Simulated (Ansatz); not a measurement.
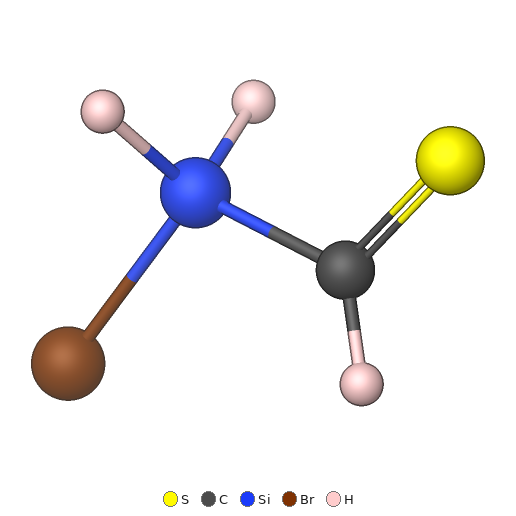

Rendered structure (ball-and-stick style).

The geometry was computed by an optimisation with PBE0-D4/def2-TZVP.

Question: Give the formula.

Answer: CH3BrSSi, 7 atoms: 1 carbon, 3 hydrogen, 1 bromine, 1 sulfur and 1 silicon.

Question: Describe its rings.

Answer: It has no ring.

Question: Name some functional groups or characteristic bonds that it holds.

Answer: Among them: Si–H bond.

More results for the same structure follow; atom numbers are the same in all pictures, views and colours differ.

### Levels of theory compared

Program: Ansatz 0.2.0.

Compare HOMO energy (eV), dipole (D) at these levels: B3LYP-D4/def2-TZVPP; PBE-D4/def2-TZVPP; r2SCAN-D4/def2-TZVPP; ωB97M-V/def2-TZVPP.

```
               level  HOMO energy (eV)  dipole (D)
 B3LYP-D4/def2-TZVPP             −6.65        0.19
   PBE-D4/def2-TZVPP             −5.69        0.25
r2SCAN-D4/def2-TZVPP             −5.91        0.18
  ωB97M-V/def2-TZVPP             −9.04        0.19
```

### Vibrations

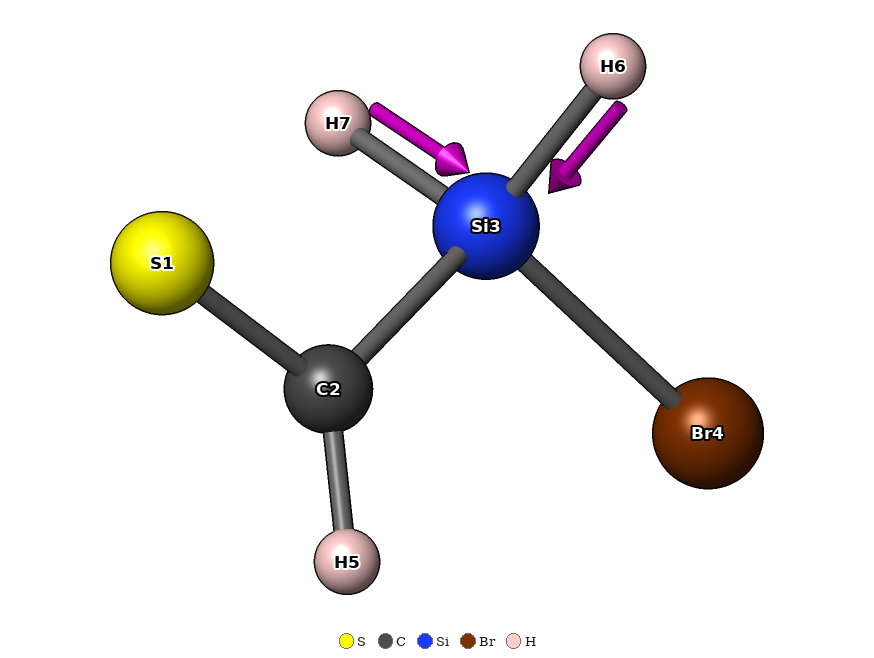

The arrows show one normal mode. Harmonic vibrations computed with RKS PBE0-D4/def2-TZVP (Ansatz 0.2.0) at a stationary point of the same level.

Question: What kind of motion is it?

Answer: Mostly in-phase stretching of 2 Si–H bonds.

Question: Estimate its harmonic wavenumber.

Answer: 2255 cm⁻¹; it is mode 13 of 15 counted from the lowest.

### Charges

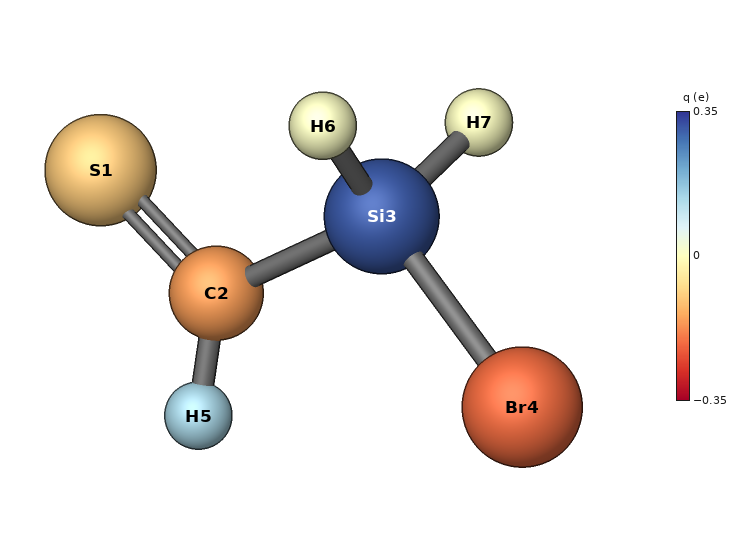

Atoms are coloured by their Mulliken charges. Level of theory: RKS ωB97M-V/def2-TZVPP (Ansatz 0.2.0).

Question: Which atom carries the highest charge (most positive or least negative)?

Answer: Si3 (0.31 e).

Question: And the lowest?

Answer: Br4 (−0.21 e).

List the Mulliken charges.

| atom | value (e) |
| --- | --- |
| S1 | −0.10 |
| C2 | −0.16 |
| Si3 | 0.31 |
| Br4 | −0.21 |
| H5 | 0.14 |
| H6 | 0.01 |
| H7 | 0.00 |

Mulliken values depend strongly on the basis set and can even reverse the polarity of a bond.
